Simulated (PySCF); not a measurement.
**TcCl₂: one geometry, several methods**

How much do the numbers for TcCl₂ (broken-symmetry (Ms = 1/2)) hang on the method? All levels run at one geometry, the PBE0 minimum.

Program: PySCF 2.14.0. Level of theory: several methods, basis Tc def2-SVP with ECP28, Cl def2-SVP, scalar-relativistic core potentials, no spin–orbit coupling, density fitting. These are calculated values, not measurements.

## 1. The system as given

3 atoms, charge 0, spin multiplicity 2.

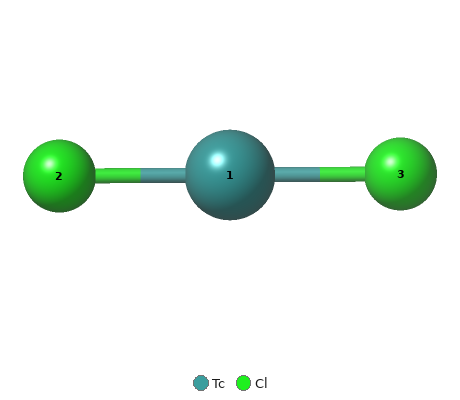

As it starts; technetium teal, chlorine green; atoms are numbered from 1 in the order of the file.

Z-matrix (Å, degrees; charge 0 multiplicity 2):
```
Tc
Cl 1 2.2695
Cl 1 2.2695 2 180.00
```

## 2. PBE0

The steps are one call of a driver around PySCF; scf.py gives each level's set-up. Each SCF starts from the density of the minimum. The driver also runs the species with one electron less or more at the same geometry (cation multiplicity 3, anion multiplicity 3); their logs are not shown.

scf.py

```python
from pyscf import gto, scf, dft
mol = gto.M(atom='''
Tc     0.000000     0.000000    -0.000000
Cl     0.000000     0.000000     2.269454
Cl     0.000000    -0.000000    -2.269454''',
    basis={'Tc': 'def2-SVP', 'Cl': 'def2-SVP'},
    ecp={'Tc': 'def2-SVP'},
    charge=0, spin=1)
mf = dft.UKS(mol, xc='PBE0')
mf.grids.atom_grid = (99, 590)
aux = {'Tc': 'def2-universal-JKFIT', 'Cl': 'def2-universal-JKFIT'}
mf = mf.density_fit(auxbasis=aux)
mf.kernel()
```

## 3. HF

scf.py, as its differences from that of step 2:

```diff
@@ -9,2 +9 @@
-mf = dft.UKS(mol, xc='PBE0')
-mf.grids.atom_grid = (99, 590)
+mf = scf.UHF(mol)
```

## 4. MP2

scf.py, as its differences from that of step 3:

```diff
@@ -12,0 +13,2 @@
+from pyscf.mp import dfump2
+dfump2.DFUMP2(mf, frozen=10).kernel()  # the driver gives MP2 a fitting basis of its own (RI)
```

## 5. PBE

scf.py, as its differences from that of step 4:

```diff
@@ -9 +9,2 @@
-mf = scf.UHF(mol)
+mf = dft.UKS(mol, xc='PBE')
+mf.grids.atom_grid = (99, 590)
@@ -13,2 +13,0 @@
-from pyscf.mp import dfump2
-dfump2.DFUMP2(mf, frozen=10).kernel()  # the driver gives MP2 a fitting basis of its own (RI)
```

(Steps that only read results are left out.)

Before running it: what results should come out? Wanted: atomisation energy, range; vertical ionisation energy, range; vertical electron affinity, range; gap, range.

The runs gave:

```
                         quantity                         value
        atomisation energy, range  304 (HF) to 708 (PBE) kJ/mol
vertical ionisation energy, range    8.46 (PBE) to 9.10 (HF) eV
vertical electron affinity, range    1.40 (HF) to 2.40 (MP2) eV
                       gap, range   0.22 (PBE) to 10.20 (HF) eV
```

The atomisation energy spreads over 405 kJ/mol, from HF to PBE; without a CCSD(T) value for it there is no yardstick here. Spin contamination is strong in at least one of the open-shell species at PBE0, HF, MP2, PBE. Without diffuse functions electron affinities tend to come out too low. The determinant is spin-contaminated (⟨S²⟩ = 2.59, pure value 0.75). This is the lowest SCF solution found for this spin; with open d or f shells other occupations or spin states may lie lower.
